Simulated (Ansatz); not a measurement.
Start from MgS in the rock salt structure (space group Fm-3m, No. 225; a = 5.182 Å). Axes: x, y, z lie along the cube axes.

Now apply this change: the cell is compressed by 0.50 % along z with no lateral relaxation; the atoms relax in the strained cell.

Method: PBEsol, PAW, 420 eV (Ansatz, a program for electronic structure; no spin-orbit coupling).

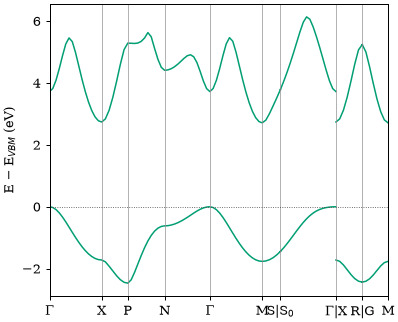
Figure: Highest valence and lowest conduction band along the path of the changed cell's own zone

The gap is 2.71 eV, indirect, Γ → M; the base has 2.73 eV.

No phonon test of stability was made. Labels are those of the standard path for the cell's own space group.
